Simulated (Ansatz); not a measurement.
Fields on a plane of SrSi2 (space group P4_332)

```
SrSi2
1.0
    6.49076     0.00000     0.00000
    0.00000     6.49076     0.00000
    0.00000     0.00000     6.49076
Sr Si
4 8
Direct
  0.62500   0.37500   0.87500
  0.37500   0.87500   0.62500
  0.87500   0.62500   0.37500
  0.12500   0.12500   0.12500
  0.82696   0.82696   0.82696
  0.92304   0.07696   0.57696
  0.67304   0.17304   0.32696
  0.57696   0.92304   0.07696
  0.32696   0.67304   0.17304
  0.42304   0.42304   0.42304
  0.17304   0.32696   0.67304
  0.07696   0.57696   0.92304
```

The slice is a {100} plane (indices of the conventional cell) through the point (0.923, 0.077, 0.577) (fractional), spanned by u = [100] and v = [010] in vectors of this cell: u (6.49 Å) and v (6.49 Å, at 90° to u). It covers one period; positions are fractions (u, v).

Atoms on it: Si at (0.00, 0.00). Other atoms lie within 1 Å of the plane.

All values below come from PBEsol (plane waves to 420 eV, PAW, scalar-relativistic; Ansatz, a quantum-chemistry and plane-wave program). k mesh 6×6×6. Inside the PAW spheres the values are not all-electron values, and peaks at nuclei hang on which shells count as valence. At this level the bands of SrSi2 touch or barely overlap. SrSi2 was relaxed with its symmetry unable to fall.

| v \ u | 0.00 | 0.10 | 0.20 | 0.30 | 0.40 | 0.50 | 0.60 | 0.70 | 0.80 | 0.90 |
|---|---|---|---|---|---|---|---|---|---|---|
| 0.90 | -0.4 | -0.4 | -0.8 | -0.7 | 0.1 | 0.1 | -0.7 | -1.1 | -0.9 | -0.5 |
| 0.80 | -0.6 | -0.8 | -1.0 | -0.3 | 0.4 | 0.4 | -0.3 | -1.2 | -1.0 | -0.7 |
| 0.70 | -1.0 | -1.2 | -1.3 | -0.7 | 0.2 | 0.2 | -0.7 | -1.2 | -1.0 | -0.9 |
| 0.60 | -0.9 | -1.3 | -1.4 | -1.3 | -0.9 | -0.8 | -1.1 | -1.2 | -1.1 | -0.9 |
| 0.50 | -1.0 | -1.1 | -1.1 | -1.1 | -0.9 | -0.8 | -0.8 | -1.1 | -1.2 | -1.0 |
| 0.40 | -1.2 | -0.9 | -0.7 | -0.6 | -0.5 | -0.5 | -0.6 | -1.0 | -1.3 | -1.3 |
| 0.30 | -1.0 | -0.7 | -0.4 | -0.3 | -0.3 | -0.5 | -0.7 | -1.0 | -1.3 | -1.3 |
| 0.20 | -0.7 | -0.5 | -0.4 | -0.4 | -0.5 | -0.8 | -0.9 | -1.0 | -1.0 | -0.9 |
| 0.10 | -0.5 | -0.3 | -0.5 | -0.7 | -0.9 | -1.1 | -1.1 | -1.0 | -0.7 | -0.4 |
| 0.00 | -1.4 | -0.4 | -0.6 | -1.0 | -0.9 | -1.0 | -1.2 | -1.0 | -0.7 | -0.5 |

Values: log₁₀ of the valence density in e/Å³. The scale is logarithmic, as a density can span decades between atoms and voids.

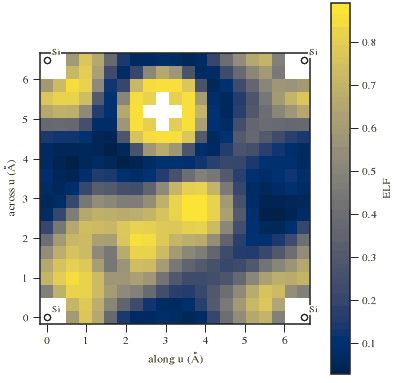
Figure: Electron localisation function (ELF), one period of the plane, atoms marked. Points within 0.5 Å of a nucleus are left white, as the pseudised field means little there.
